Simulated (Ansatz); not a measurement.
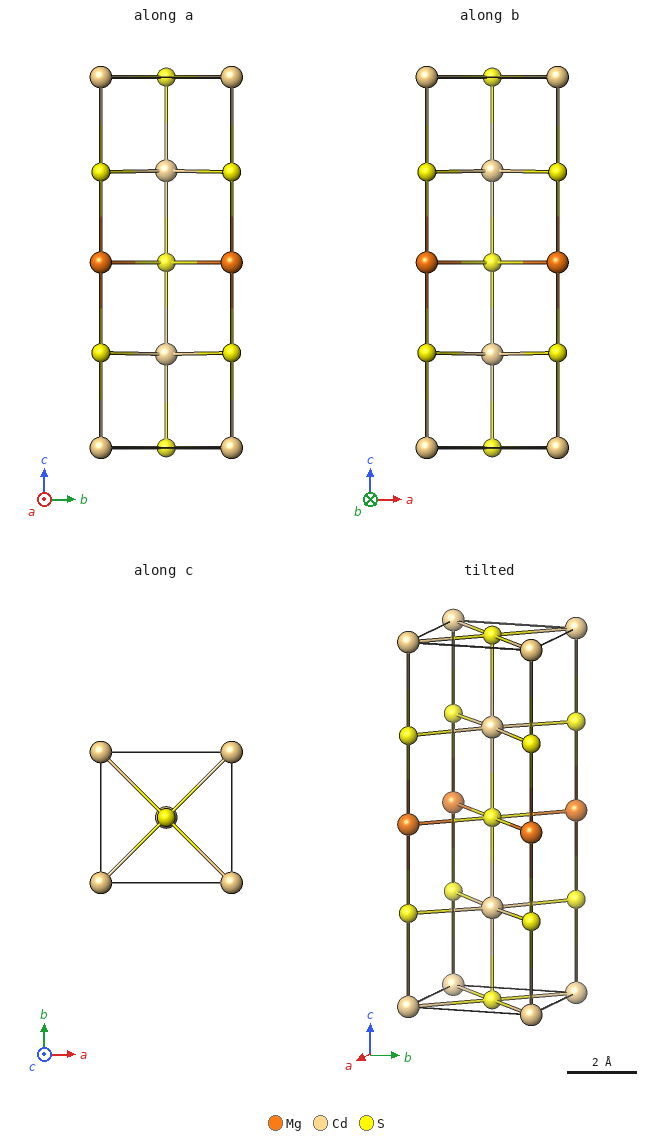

A ball-and-stick rendering, viewed along the a axis, along the b axis, along the c axis and slightly off an axis. The outline marks the conventional unit cell.

Lattice parameters: a = 3.844 Å, b = 3.844 Å, c = 10.894 Å, α = 90.00°, β = 90.00°, γ = 90.00°. Put a along x and b in the xy plane.

Q: Give the structure in the form of a POSCAR file, with free fractional coordinates to two decimals.

A:
```
Mg Cd S
1.0
     3.844    0.000    0.000
     0.000    3.844    0.000
     0.000    0.000   10.894
Mg Cd S
1 3 4
Direct
  0.00 0.00 0.50
  0.00 0.00 0.00
  0.50 0.50 0.25
  0.50 0.50 0.75
  0.00 0.00 0.26
  0.50 0.50 0.50
  0.00 0.00 0.74
  0.50 0.50 0.00
```

The structure comes from a structure type filled with these elements by a generator (whether the compound takes this form wasn't checked). Atoms and cell were optimised with DFT PBE, scalar-relativistic, plane waves, PAW in Ansatz 0.2.0.
